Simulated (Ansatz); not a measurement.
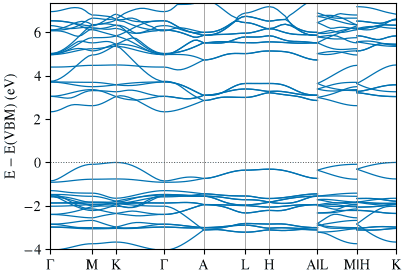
Fig. 1. Band structure from DFT-PBE in the program Ansatz with PAW potentials

Question: Read off the gap and where the band edges lie.

Answer: About 2.3 eV (2.33 eV by a search for the band edges); maximum at K, minimum at Γ.

The material is CsSnBr3 in space group P6_3/mmc (No. 194; Cs on 2d, Sn on 2a, Br on 6h).

The cell is a constructed one: a structure type filled with these elements; neither database checked (COD, Materials Project) lists it. Its standing as an ambient phase is unchecked. Symmetry was held in the PBE relaxation; whether a distortion lowers the energy is not shown. Spin–orbit coupling is left out wherever it is not named.

Potentials: the later of the program's two PAW sets.
